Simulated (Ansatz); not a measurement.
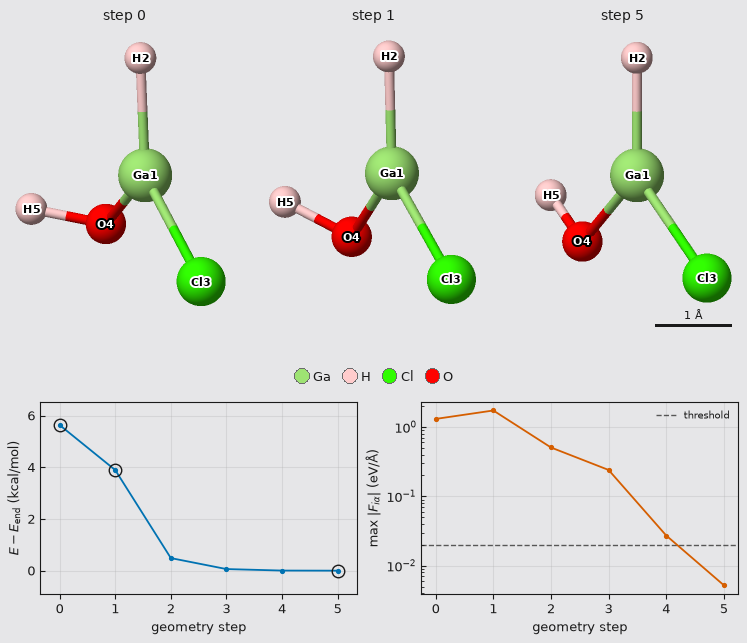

Frames of a relaxation of GaH₂OCl, marked on the history of the run. Style: ball-and-stick. Shown from a free direction.

The run prepares the start of a later molecular dynamics calculation, from a guessed geometry.

Level of theory: RKS PBE-D4/def2-SVP (Ansatz). Set-up: no spin polarisation; force threshold 0.02 eV/Å; at most 40 steps.

Describe the path.

The energy falls by 5.63 kcal/mol in 5 geometry steps. The largest force component goes from 1.3 to 0.0052 eV/Å. The largest move after the best rigid fit is that of O4, 0.45 Å. By element the largest moves are O 0.45 Å, H 0.41 Å, Cl 0.16 Å, Ga 0.11 Å. Some distances before and after: Ga1–Cl3 2.240 → 2.154 Å, O4–H5 1.010 → 0.976 Å, Ga1–H2 1.570 → 1.563 Å, Ga1–O4 1.790 → 1.795 Å. Among the angles between lasting bonds that change: Cl3–Ga1–O4 120.0° → 111.7°, H2–Ga1–O4 120.0° → 126.5°, Ga1–O4–H5 109.5° → 111.9°. Groups turn about Ga1–O4 by about 65°. The run took 6.3 s on 1 thread of Intel(R) Xeon(R) 6975P-C (Granite Rapids) (shared host), peak memory 0.16 GiB. From step 0 to 1: O4 moves most (0.20 Å), energy −1.74 kcal/mol. From step 1 to 5: O4 moves most (0.30 Å), energy −3.89 kcal/mol.

| step | E − E(0), kcal/mol | largest force component, eV/Å |
| --- | --- | --- |
| 0 | 0.00 | 1.3080 |
| 1 | -1.74 | 1.7311 |
| 2 | -5.15 | 0.5066 |
| 3 | -5.57 | 0.2402 |
| 4 | -5.63 | 0.0272 |
| 5 | -5.63 | 0.0052 |
